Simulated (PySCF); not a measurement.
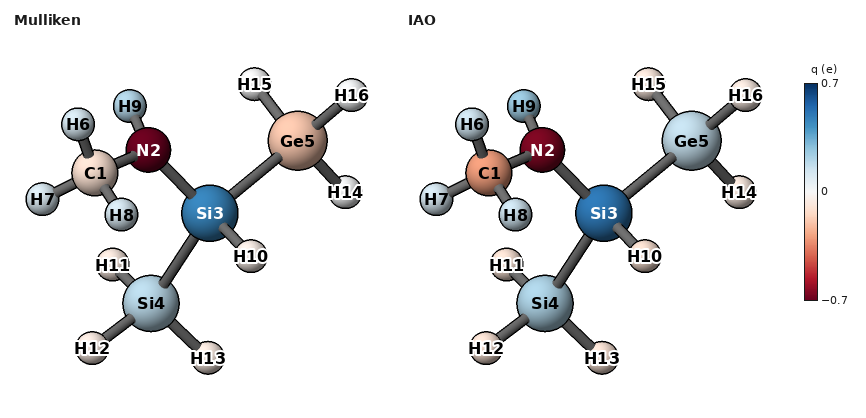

Atomic charges of one calculation by 2 schemes, on one colour scale. Computed geometry: PBE0-D3(BJ)/def2-SVP optimisation. No frequency run is at hand to confirm it as a minimum. Level of theory: PBE0/pcSseg-1 (PySCF 2.14.0).

Question: Which scheme gives the most polar picture (largest mean size of the charges)?

Answer: The IAO charges are the largest in size here.

Question: On which atom do the schemes disagree most?

Answer: On Ge5 (from −0.19 to 0.17 e).

List the charges (e), one line for each set of equivalent atoms.

```
atom  Mulliken    IAO
  C1     −0.11  −0.29
  N2     −0.69  −0.65
 Si3      0.46   0.50
 Si4      0.19   0.22
 Ge5     −0.19   0.17
  H6      0.12   0.14
  H7      0.11   0.12
  H8      0.12   0.14
  H9      0.20   0.25
 H10     −0.05  −0.11
 H11     −0.07  −0.10
 H12     −0.06  −0.09
 H13     −0.06  −0.09
 H14      0.01  −0.07
 H15      0.00  −0.07
 H16      0.01  −0.06
```
